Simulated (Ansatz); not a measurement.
# doublet S2O+ at 6 levels

We compute a comparison of 6 runs (U-r2SCAN/STO-3G, U-r2SCAN0/STO-3G, UB2PLYP/STO-3G, UBHLYP/STO-3G, UBLYP/STO-3G, UCCSDT/STO-3G) of doublet S2O+. 

The results are computed with Ansatz 0.2.0.

54 further runs of the same task are left out: 21 that didn't finish, 33 set aside as unsound or not needed.

## (1) The structure to begin with

S2O+ has 3 atoms, charge +1, and is taken as a doublet. As SMILES of the parent species, `O=S=S`. The coordinates come from a PBE0-D4/def2-TZVP relaxation. That shape belongs to the parent species and isn't relaxed for this state.

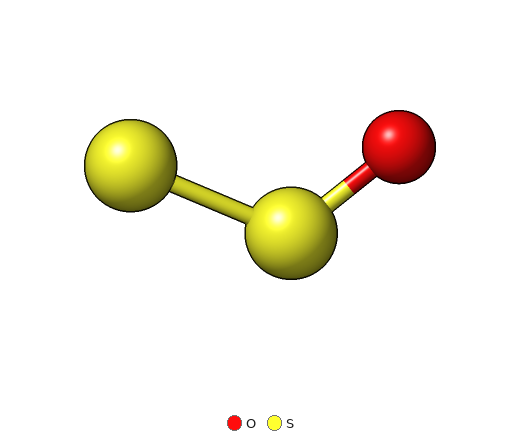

Viewed from a chosen angle; oxygen red, sulfur yellow.

## (2) A single-point energy at U-r2SCAN/STO-3G (run 1)

The input, molecule.yaml:

```yaml
crystal:
  periodic: [false, false, false]
  atoms:
    - {symbol: O, position_ang: [0.451630, 1.204020, 0.493170]}
    - {symbol: S, position_ang: [0.529120, -0.205510, 0.148940]}
    - {symbol: S, position_ang: [-0.980740, -0.998510, -0.642110]}
basis:
  gaussian:
    orbitals: STO-3G
total_charge: 1
magnetization:
  spin_polarized: true
  initial_magnetization: 1
hamiltonian:
  xc: r2scan
accuracy: high
```

Started as:

```console
ansatz run molecule.yaml --threads 1 --pin off --max-ram 3480MiB --events-out events.jsonl --progress --plain --runs-dir runs
```

Standard output:

```text
Warning: RAYON_NUM_THREADS=1 ignored (pool sized by the plan → 1); use --threads N
Functional definition: r2SCAN
  name "r2SCAN"
  parameter k0 = 0.174
  parameter k1 = 0.065
  parameter a1 = 4.9479
  exchange = r2scan_x(k0 = k0, k1 = k1, a1 = a1)
  correlation = r2scan_c
412 factors; integrals over basis functions are off by at most 2.5e-8 eV
mean field evaluation 1: about -23426.8739 eV, gradient 3.5e1 eV
mean field evaluation 2: about -23265.8324 eV, gradient 1.2e2 eV
mean field evaluation 4: about -23436.7113 eV, gradient 1.3e1 eV
mean field evaluation 8: about -23437.5865 eV, gradient 6.1e0 eV
mean field evaluation 16: about -23437.8381 eV, gradient 1.3e-8 eV
mean field evaluation 32: about -23436.0478 eV, gradient 8.8e0 eV
mean field evaluation 64: about -23437.7998 eV, gradient 1.3e0 eV
mean field -23437.83807789 eV, -861.3246626251 hartree, gradient 1.0e-8 eV, S^2 0.811523; 9 other end points of the search recorded, 0 dependent functions left out
reference -23437.83807823 eV, -861.3246626379 hartree; 20, 19 occupied and 3, 4 virtual orbitals, 412 factors
Total energy: -23437.83807823 eV, -861.3246626379 hartree
```

Wall time 12 s (1 thread of Arm Neoverse V1, shared host); peak memory 0.22 GiB.

## (3) A single-point energy at U-r2SCAN0/STO-3G (run 2)

The input, run.yaml:

```yaml
crystal:
  periodic: [false, false, false]
  atoms:
    - symbol: O
      position_ang: [0.451630, 1.204020, 0.493170]
    - symbol: S
      position_ang: [0.529120, -0.205510, 0.148940]
    - symbol: S
      position_ang: [-0.980740, -0.998510, -0.642110]
basis:
  gaussian: {orbitals: STO-3G}
total_charge: 1
accuracy: high
magnetization: {spin_polarized: true, initial_magnetization: 1}
hamiltonian: {xc: {name: r2SCAN0}}
```

Started as:

```console
ansatz run run.yaml --threads 1 --pin off --max-ram 3480MiB --events-out events.jsonl --progress --plain --runs-dir runs
```

Standard output:

```text
Warning: RAYON_NUM_THREADS=1 ignored (pool sized by the plan → 1); use --threads N
Functional definition: r2SCAN0
  name "r2SCAN0"
  parameter a = 0.25
  parameter k0 = 0.174
  parameter k1 = 0.065
  parameter a1 = 4.9479
  exchange = (1 - a)*r2scan_x(k0 = k0, k1 = k1, a1 = a1) + a*exact_x
  correlation = r2scan_c
412 factors; integrals over basis functions are off by at most 2.5e-8 eV
mean field evaluation 1: about -23427.7893 eV, gradient 3.2e1 eV
mean field evaluation 2: about -23315.7368 eV, gradient 1.1e2 eV
mean field evaluation 4: about -23436.6044 eV, gradient 1.0e1 eV
mean field evaluation 8: about -23437.3753 eV, gradient 6.1e-1 eV
mean field evaluation 16: about -23437.5016 eV, gradient 3.8e-4 eV
mean field evaluation 32: about -23436.0305 eV, gradient 9.6e0 eV
mean field -23437.50163337 eV, -861.3122985172 hartree, gradient 4.3e-8 eV, S^2 1.133307; 3 other end points of the search recorded, 0 dependent functions left out
reference -23437.50163364 eV, -861.3122985272 hartree; 20, 19 occupied and 3, 4 virtual orbitals, 412 factors
Total energy: -23437.50163364 eV, -861.3122985272 hartree
```

Wall time 6 s (1 thread of Arm Neoverse V1, shared host); peak memory 0.22 GiB.

Runs 3 to 5 aren't shown in full; the table further down has their settings and results.

## (4) The energy at UCCSDT/STO-3G (run 6)

The input, job.yaml:

```yaml
crystal:
  periodic: [false, false, false]
  atoms:
    - symbol: O
      position_ang: [0.451630, 1.204020, 0.493170]
    - symbol: S
      position_ang: [0.529120, -0.205510, 0.148940]
    - symbol: S
      position_ang: [-0.980740, -0.998510, -0.642110]
basis:
  gaussian:
    orbitals: STO-3G
magnetization:
  spin_polarized: true
  initial_magnetization: 1
scf:
  omitted_lower_state_checks: [cluster_reference, increment]
total_charge: 1
correlation:
  method: ccsdt
  frozen_orbitals: {O: 1, S: 5}
accuracy: high
```

Started as:

```console
ansatz run job.yaml --threads 1 --pin off --max-ram 3480MiB --events-out events.jsonl --progress --plain --runs-dir runs
```

Standard output:

```text
Warning: RAYON_NUM_THREADS=1 ignored (pool sized by the plan → 1); use --threads N
[... 19 lines left out ...]
11 core orbitals not correlated: weight in the atoms' cores, before any rotation towards them, 1.000 or more for the frozen orbitals, at most 0.000 for the correlated occupied ones
[... 77 lines left out ...]
Total energy: -23401.55017531 eV, -859.9911068024 hartree
Checks for a lower state left out: cluster_reference, increment
```

Run time: 3.3 s. Hardware: 1 thread of Arm Neoverse V1, shared host; peak memory 0.097 GiB.

## (5) The series

```csv
run,level,frozen core orbitals,energy (Eh),⟨S²⟩,wall time
1,U-r2SCAN/STO-3G,–,-861.324663,0.812,12 s
2,U-r2SCAN0/STO-3G,–,-861.312299,1.133,6 s
3,UB2PLYP/STO-3G,11,-860.957088,1.325,8.1 s
4,UBHLYP/STO-3G,–,-861.336752,1.282,6.3 s
5,UBLYP/STO-3G,–,-861.290053,0.757,4.5 s
6,UCCSDT/STO-3G,11,-859.991107,1.588,3.3 s
```

## (6) Outcome

| quantity | value |
| --- | --- |
| run 6: total energy | -859.99111 Eh |
| run 6: correlation energy (11 core orbitals frozen) | -133.1 mEh |
| run 6: ⟨S²⟩ of the reference determinant | 1.588 |
| run 6: T1 diagnostic | 0.104 |

**Reading.** Totals of different functionals can't be ranked against each other. In runs 1, 2, 3, 4, 5, 6 the basis is minimal, so the values are rough. Spin contamination of the reference: run 6 ⟨S²⟩ = 1.59, run 3 ⟨S²⟩ = 1.32, run 4 ⟨S²⟩ = 1.28, run 2 ⟨S²⟩ = 1.13. Where it is this large, the reference is a mixture of spin states, and values that rest on it are in doubt. All runs together took 40 s, the longest 12 s.
